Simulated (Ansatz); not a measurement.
Ge (diamond structure), cut as (110) film, 12 layers, monofluoride, F-ended

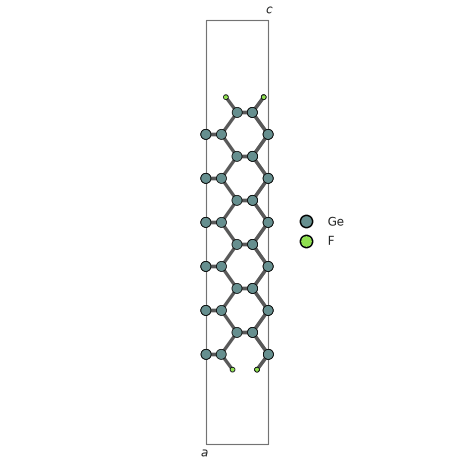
*Final geometry, one periodic cell*

Computed with PBE (plane waves to 420 eV, PAW; Ansatz, a first-principles code).

- change of bonding against the cut = none
- number of neighbours within 2.990 Å (ending not counted) = 3 for 4 atoms, 4 for 20 atoms
- mean Ge-Ge distance (least to greatest) = 2.492 Å (2.470 to 2.500)
